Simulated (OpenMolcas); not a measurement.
# Multiconfigurational calculation for In⁺

- system: In⁺.
- method: state-averaged SS-RASPT2, IPEA shift 0.25, imaginary shift 0.1 hartree, closed shells 4d correlated, active space 2 electrons in the shells 5s 5p 5d; RAS3 5d with at most 2 electrons, basis ANO-R1, X2C scalar Hamiltonian, spin-orbit coupling by RASSI with atomic mean-field integrals (OpenMolcas)

## The input
```
&GATEWAY
Coord
1

In 0.0 0.0 0.0
Basis=ANO-R1
Group=XYZ
NoMove
AngMom=0.0 0.0 0.0
AMFI
&SEWARD
&RASSCF
FileOrb=start.orb
Symmetry=1
Spin=3
nActEl=2 0 0
Inactive=14 9
Ras2=1 3
CIRoot=3 3 1
SDav=3
CIMx=300
Iter=120 100
PrWF=0.3
OrbListing=Nothing
MaxOrb=0
Atom
>>> COPY $Project.JobIph JOBPRE
&RASSCF
FileOrb=start.orb
Symmetry=1
Spin=3
nActEl=2 0 2
Inactive=14 9
Ras2=1 3
Ras3=5 0
CIRoot=3 3 1
SDav=18
CIMx=300
Iter=120 100
PrWF=0.3
OrbListing=Nothing
MaxOrb=0
Thrs=2.0e-7 1.0e-1 5.0e-4
Atom
>>> COPY $Project.JobIph JOB001
&RASSCF
FileOrb=start.orb
Symmetry=1
Spin=1
nActEl=2 0 2
Inactive=14 9
Ras2=1 3
Ras3=5 0
CIRoot=6 6 1
SDav=27
CIMx=300
Iter=120 100
PrWF=0.3
OrbListing=Nothing
MaxOrb=0
Thrs=2.0e-7 1.0e-1 5.0e-4
Atom
>>> COPY $Project.JobIph JOB002
&RASSCF
FileOrb=start.orb
Symmetry=2
Spin=3
nActEl=2 0 2
Inactive=14 9
Ras2=1 3
Ras3=5 0
CIRoot=3 3 1
SDav=18
CIMx=300
Iter=120 100
PrWF=0.3
OrbListing=Nothing
MaxOrb=0
Thrs=2.0e-7 1.0e-1 5.0e-4
Atom
>>> COPY $Project.JobIph JOB003
&RASSCF
FileOrb=start.orb
Symmetry=2
Spin=1
nActEl=2 0 2
Inactive=14 9
Ras2=1 3
Ras3=5 0
CIRoot=3 3 1
SDav=18
CIMx=300
Iter=120 100
PrWF=0.3
OrbListing=Nothing
MaxOrb=0
Thrs=2.0e-7 1.0e-1 5.0e-4
Atom
>>> COPY $Project.JobIph JOB004
&RASSI
NrOfJobIphs=4 3 6 3 3
1 2 3
1 2 3 4 5 6
1 2 3
1 2 3
IphNames
JOB001
JOB002
JOB003
JOB004
EJob
SpinOrbit
DIPRint=1.0
SOCoupling=1000.0
Subsets=2
MEES
Property=10
'ANGMOM' 1 'ANGMOM' 2 'ANGMOM' 3 'MLTPL  1' 1 'MLTPL  1' 2 'MLTPL  1' 3
'AMFI' 1 'AMFI' 2 'AMFI' 3 'MLTPL  2' 6
SOProperty=3
'ANGMOM' 1 'ANGMOM' 2 'ANGMOM' 3
>>> COPY JOB001 $Project.JobIph
&CASPT2
Multistate=3 1 2 3
Frozen=9 9
IPEA=0.25
Imaginary=0.1
MaxIter=60
WThr=0.0 0.3 0.05
PrWF=0.5
NoMix
>>> COPY JOB002 $Project.JobIph
&CASPT2
Multistate=6 1 2 3 4 5 6
Frozen=9 9
IPEA=0.25
Imaginary=0.1
MaxIter=60
WThr=0.0 0.3 0.05
PrWF=0.5
NoMix
>>> COPY JOB003 $Project.JobIph
&CASPT2
Multistate=3 1 2 3
Frozen=9 9
IPEA=0.25
Imaginary=0.1
MaxIter=60
WThr=0.0 0.3 0.05
PrWF=0.5
NoMix
>>> COPY JOB004 $Project.JobIph
&CASPT2
Multistate=3 1 2 3
Frozen=9 9
IPEA=0.25
Imaginary=0.1
MaxIter=60
WThr=0.0 0.3 0.05
PrWF=0.5
NoMix
```

The file start.orb holds starting orbitals from an earlier step. A driver script formed the levels outside the program, from RASSI's spin-orbit matrix and the CASPT2 energies (for multi-state variants, the effective Hamiltonian), averaged over the components of each term or state. The log and the time are those of the CASPT2 step.

Run as:
```bash
OMP_NUM_THREADS=1 MOLCAS_MEM=2252 MOLCAS_PROJECT=a pymolcas a.inp > a.log  # once for each step of the input, in one work folder
```

## The program's output (extracts)
```
--- CASPT2 ---
Orbital specifications:
      -----------------------

      Symmetry species                           1   2
                                                ag  au
      Frozen orbitals                            9   9
      Inactive orbitals                          5   0
      Active orbitals                            6   3
      Secondary orbitals                         1  10
      Deleted orbitals                           0   0
      Number of basis functions                 21  22
Type of calculation                        MS-CASPT2
      Fock operator                              state-specific
      IPEA shift                                 0.25
      Real shift                                 0.00
      Imaginary shift                            0.10
      The input orbitals will be transformed to quasi-canonical
Reference energy:       -5877.6870286191
      E2 (Non-variational):      -0.3296429132
      Shift correction:          -0.0001312776
      E2 (Variational):          -0.3297741908
      Total energy:           -5878.0168028099
      Residual norm:              0.0000000884
      Reference weight:           0.94157
      Contributions to the CASPT2 correlation energy
      Active & Virtual Only:         -0.0006826301
      One Inactive Excited:          -0.0407342571
      Two Inactive Excited:          -0.2882260260
Reference energy:       -5877.6870286191
      E2 (Non-variational):      -0.3296429066
      Shift correction:          -0.0001312776
      E2 (Variational):          -0.3297741842
      Total energy:           -5878.0168028033
      Residual norm:              0.0000000884
      Reference weight:           0.94157
      Contributions to the CASPT2 correlation energy
      Active & Virtual Only:         -0.0006826298
      One Inactive Excited:          -0.0407342508
      Two Inactive Excited:          -0.2882260260
::    CASPT2 Root  1     Total energy:  -5878.01680281
::    CASPT2 Root  2     Total energy:  -5878.01680280
::    CASPT2 Root  3     Total energy:  -5878.01680280
::    MS-CASPT2 Root  1     Total energy:  -5878.01680281
::    MS-CASPT2 Root  2     Total energy:  -5878.01680280
::    MS-CASPT2 Root  3     Total energy:  -5878.01680280
--- CASPT2 ---
Orbital specifications:
      -----------------------

      Symmetry species                           1   2
                                                ag  au
      Frozen orbitals                            9   9
      Inactive orbitals                          5   0
      Active orbitals                            6   3
      Secondary orbitals                         1  10
      Deleted orbitals                           0   0
      Number of basis functions                 21  22
Type of calculation                        MS-CASPT2
      Fock operator                              state-specific
      IPEA shift                                 0.25
      Real shift                                 0.00
      Imaginary shift                            0.10
      The input orbitals will be transformed to quasi-canonical
Reference energy:       -5878.1464323400
      E2 (Non-variational):      -0.3493052911
      Shift correction:          -0.0001571156
      E2 (Variational):          -0.3494624067
      Total energy:           -5878.4958947467
      Residual norm:              0.0000000332
      Reference weight:           0.93578
      Contributions to the CASPT2 correlation energy
      Active & Virtual Only:         -0.0040565895
      One Inactive Excited:          -0.0555138609
      Two Inactive Excited:          -0.2897348408
Reference energy:       -5877.6604333516
      E2 (Non-variational):      -0.3284420707
      Shift correction:          -0.0001394250
      E2 (Variational):          -0.3285814957
      Total energy:           -5877.9890148473
      Residual norm:              0.0000002737
      Reference weight:           0.94121
      Contributions to the CASPT2 correlation energy
      Active & Virtual Only:         -0.0013737437
      One Inactive Excited:          -0.0388564648
      Two Inactive Excited:          -0.2882118623
::    CASPT2 Root  1     Total energy:  -5878.49589475
::    CASPT2 Root  2     Total energy:  -5877.98901485
::    CASPT2 Root  3     Total energy:  -5877.98901446
::    CASPT2 Root  4     Total energy:  -5877.98903052
::    CASPT2 Root  5     Total energy:  -5877.98902143
::    CASPT2 Root  6     Total energy:  -5877.98903753
::    MS-CASPT2 Root  1     Total energy:  -5878.49589485
::    MS-CASPT2 Root  2     Total energy:  -5877.98905475
::    MS-CASPT2 Root  3     Total energy:  -5877.98905089
::    MS-CASPT2 Root  4     Total energy:  -5877.98901072
::    MS-CASPT2 Root  5     Total energy:  -5877.98900584
::    MS-CASPT2 Root  6     Total energy:  -5877.98899648
--- CASPT2 ---
Orbital specifications:
      -----------------------

      Symmetry species                           1   2
                                                ag  au
      Frozen orbitals                            9   9
      Inactive orbitals                          5   0
      Active orbitals                            6   3
      Secondary orbitals                         1  10
      Deleted orbitals                           0   0
      Number of basis functions                 21  22
Type of calculation                        MS-CASPT2
      Fock operator                              state-specific
      IPEA shift                                 0.25
      Real shift                                 0.00
      Imaginary shift                            0.10
      The input orbitals will be transformed to quasi-canonical
Reference energy:       -5877.9632728315
      E2 (Non-variational):      -0.3289855524
      Shift correction:          -0.0001231183
      E2 (Variational):          -0.3291086707
      Total energy:           -5878.2923815022
      Residual norm:              0.0000003263
      Reference weight:           0.94250
      Contributions to the CASPT2 correlation energy
      Active & Virtual Only:         -0.0003898342
      One Inactive Excited:          -0.0394856351
      Two Inactive Excited:          -0.2891100831
Reference energy:       -5877.9632728315
      E2 (Non-variational):      -0.3289855477
      Shift correction:          -0.0001231183
      E2 (Variational):          -0.3291086660
      Total energy:           -5878.2923814975
      Residual norm:              0.0000003263
      Reference weight:           0.94250
      Contributions to the CASPT2 correlation energy
      Active & Virtual Only:         -0.0003898340
      One Inactive Excited:          -0.0394856307
      Two Inactive Excited:          -0.2891100831
::    CASPT2 Root  1     Total energy:  -5878.29238150
::    CASPT2 Root  2     Total energy:  -5878.29238150
::    CASPT2 Root  3     Total energy:  -5878.29238150
::    MS-CASPT2 Root  1     Total energy:  -5878.29238150
::    MS-CASPT2 Root  2     Total energy:  -5878.29238150
::    MS-CASPT2 Root  3     Total energy:  -5878.29238150
--- CASPT2 ---
Orbital specifications:
      -----------------------

      Symmetry species                           1   2
                                                ag  au
      Frozen orbitals                            9   9
      Inactive orbitals                          5   0
      Active orbitals                            6   3
      Secondary orbitals                         1  10
      Deleted orbitals                           0   0
      Number of basis functions                 21  22
Type of calculation                        MS-CASPT2
      Fock operator                              state-specific
      IPEA shift                                 0.25
      Real shift                                 0.00
      Imaginary shift                            0.10
      The input orbitals will be transformed to quasi-canonical
Reference energy:       -5877.8497298375
      E2 (Non-variational):      -0.3492313742
      Shift correction:          -0.0001588344
      E2 (Variational):          -0.3493902086
      Total energy:           -5878.1991200461
      Residual norm:              0.0000000421
      Reference weight:           0.93542
      Contributions to the CASPT2 correlation energy
      Active & Virtual Only:         -0.0019793639
      One Inactive Excited:          -0.0584059992
      Two Inactive Excited:          -0.2888460111
Reference energy:       -5877.8497298375
      E2 (Non-variational):      -0.3492325989
      Shift correction:          -0.0001588485
      E2 (Variational):          -0.3493914475
      Total energy:           -5878.1991212849
      Residual norm:              0.0000000421
      Reference weight:           0.93542
      Contributions to the CASPT2 correlation energy
      Active & Virtual Only:         -0.0019793632
      One Inactive Excited:          -0.0584072248
      Two Inactive Excited:          -0.2888460110
::    CASPT2 Root  1     Total energy:  -5878.19912005
::    CASPT2 Root  2     Total energy:  -5878.19912128
::    CASPT2 Root  3     Total energy:  -5878.19912130
::    MS-CASPT2 Root  1     Total energy:  -5878.19912130
::    MS-CASPT2 Root  2     Total energy:  -5878.19912128
::    MS-CASPT2 Root  3     Total energy:  -5878.19912005
```

## Spin-orbit levels, grouped by J and assigned

| Configuration | Level | E (cm⁻¹) | LS purity (%) | Landé g |
| --- | --- | --- | --- | --- |
| 5s² | ¹S₀ | 0 | 100 | – |
| 5s 5p | ³P°₀ | 42,520 | 100 | – |
| 5s 5p | ³P°₁ | 43,530 | 100 | 1.500 |
| 5s 5p | ³P°₂ | 45,740 | 100 | 1.501 |
| 5s 5p | ¹P°₁ | 65,200 | 100 | 1.001 |

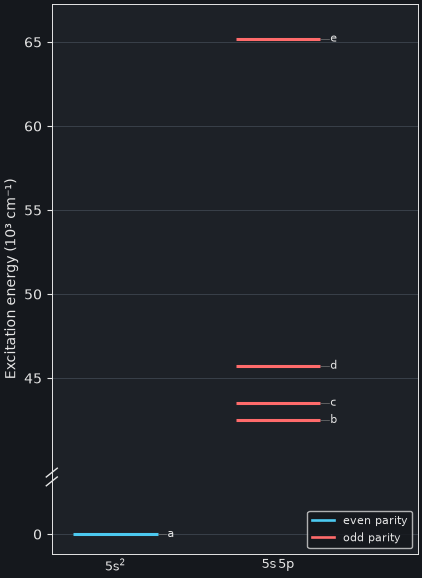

Fig. 1: The lowest computed levels of In⁺ (indium, Z = 49), 5 of them lettered. a: 5s² ¹S₀ at 0; b: 5s 5p ³P°₀ at 42,500 cm⁻¹; c: 5s 5p ³P°₁ at 43,500 cm⁻¹; d: 5s 5p ³P°₂ at 45,700 cm⁻¹; e: 5s 5p ¹P°₁ at 65,200 cm⁻¹.

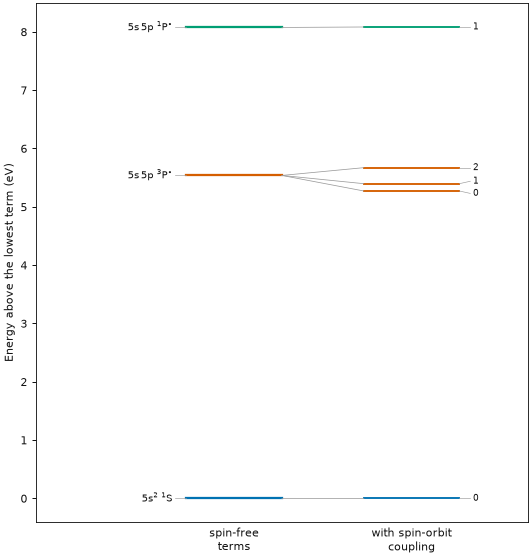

Fig. 2: Terms of In⁺ without and with spin-orbit coupling; numbers at the right are J. 5s² ¹S (at 0) gives the one level J = 0; 5s 5p ³P° (at 5.54 eV) splits over 0.400 eV into J = 0, 1, 2 from the bottom up (normal); 5s 5p ¹P° (at 8.08 eV) gives the one level J = 1. The ground level lies 0.000390 eV below the lowest term.

## Key numbers

- outcome: converged
- lowest level: 5s² ¹S₀
- first excited level: 5s 5p ³P°₀, 42,519 cm⁻¹ (measured: 42,276)
- energy of the lowest spin-free term: −5878.49589 hartree
- energy of the lowest spin-orbit level: −5878.49591 hartree
- CASPT2 correlation energy: −0.3495 hartree
- largest spread among components of a term: 5.1 cm⁻¹
- lowest reference weight: 0.935
- hardware: 1 thread of Intel Xeon (Granite Rapids), 96 GiB of memory available, shared host
- wall time: 2.6 s

## Notes

The run is of multi-state type; this report uses its single-state energies. Caveats: extra active shells serve correlation only, their own levels not computed; only configurations of the active space are included.
